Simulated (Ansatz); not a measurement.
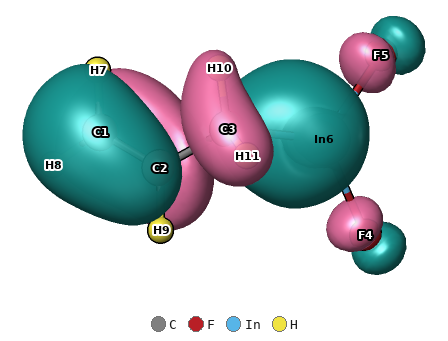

*C$_{3}$H$_{5}$F$_{2}$In. The HOMO at ±0.08 Å⁻³ᐟ² (teal and pink are the two phases), seen across its widest extent.*

Geometry: PBE0-D4/def2-SVP; core potentials replace the inner electrons of In.

Theory: Ansatz, isolated molecule in a Gaussian basis; Kohn-Sham density functional theory, functional PBE0.

```yaml
atoms:
  - { symbol: C, position_ang: [-1.3002, 2.1861, 1.3289] }
  - { symbol: C, position_ang: [-0.9050, 0.9408, 1.0437] }
  - { symbol: C, position_ang: [-0.1885, 0.5303, -0.1921] }
  - { symbol: F, position_ang: [-2.6014, -2.0774, -1.0708] }
  - { symbol: F, position_ang: [-1.9796, 0.0455, -3.3564] }
  - { symbol: In, position_ang: [-1.5467, -0.4928, -1.5253] }
  - { symbol: H, position_ang: [-1.1079, 3.0212, 0.6473] }
  - { symbol: H, position_ang: [-1.8242, 2.4131, 2.2602] }
  - { symbol: H, position_ang: [-1.1257, 0.1410, 1.7618] }
  - { symbol: H, position_ang: [0.2145, 1.3802, -0.7609] }
  - { symbol: H, position_ang: [0.6182, -0.1914, 0.0050] }
```

Question: Describe this orbital and give its energy.

Answer: By Hirshfeld shares it lies mainly on C1 (about 35 %), C2 (about 25 %), C3 (about 10 %) and In6 (about 10 %). Its energy is −7.68 eV.
